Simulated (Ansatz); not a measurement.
## BF3 (boron trifluoride): methods side by side

The species is BF3 (4 atoms), meant as a singlet with charge 0. SMILES: `FB(F)F`. The shape is that of a PBE0-D4/def2-TZVP optimisation.

```xyz
4

F     0.5439    0.2107    1.1743
B     0.0000    0.0000    0.0000
F    -0.2652   -1.2235   -0.3896
F    -0.2787    1.0128   -0.7847
```

Quantity: the energy change with the F1–B2 bond stretched from 1.311 to 2.622 Å, in eV. The values are calculated.

```csv
level,kind,program,value (eV),less FCI/STO-3G,CPU time (all runs)
HF/STO-3G (restricted),Hartree–Fock,Ansatz,10.09,+4.36,0.18 s
SVWN5/STO-3G (restricted),LDA,Ansatz,7.63,+1.90,1.3 s
revPBE/STO-3G (restricted),GGA,Ansatz,6.76,+1.03,2 s
r2SCAN/STO-3G (restricted),meta-GGA,Ansatz,7.37,+1.64,4.9 s
BHLYP/STO-3G (restricted),global hybrid,Ansatz,8.68,+2.95,1.9 s
PBE0/STO-3G (restricted),global hybrid,Ansatz,7.89,+2.16,2.1 s
HSE06/STO-3G (restricted),range-separated hybrid,Ansatz,7.87,+2.14,2.7 s
RPA@PBE/STO-3G (restricted),RPA,Ansatz,5.46,-0.27,3.1 s
CCSD/STO-3G (restricted),coupled cluster or CI,Ansatz,5.94,+0.21,0.4 s
FCI/STO-3G,exact in the basis,Ansatz,5.73,0.00,35 s
```

FCI/STO-3G is exact within its basis and frozen core, so for wave-function methods in that basis the difference is their error; functionals converge differently with the basis, so for them it is only a difference. A spin-restricted reference rises too steeply as a bond breaks; here HF/STO-3G, SVWN5/STO-3G, revPBE/STO-3G, r2SCAN/STO-3G, BHLYP/STO-3G, PBE0/STO-3G, HSE06/STO-3G lie well above the multireference or unrestricted value. The first shape isn't each level's own minimum. The values span 5.46 to 10.09 eV. All rows use very small basis sets, so none should be taken for the real molecule's value. Times are those of the runs behind each value, whatever else they computed, on shared processors of several kinds: orders of magnitude only.

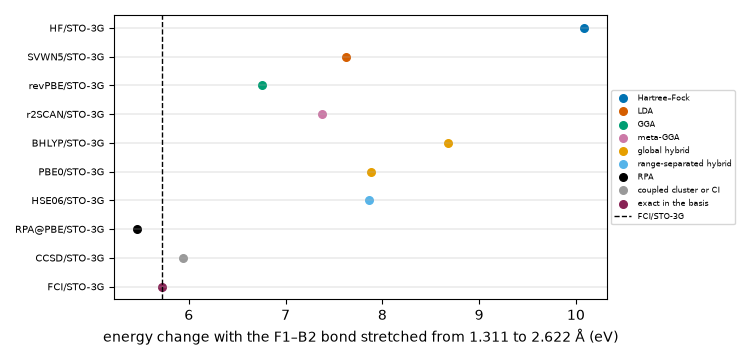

The values of the table, level by level.
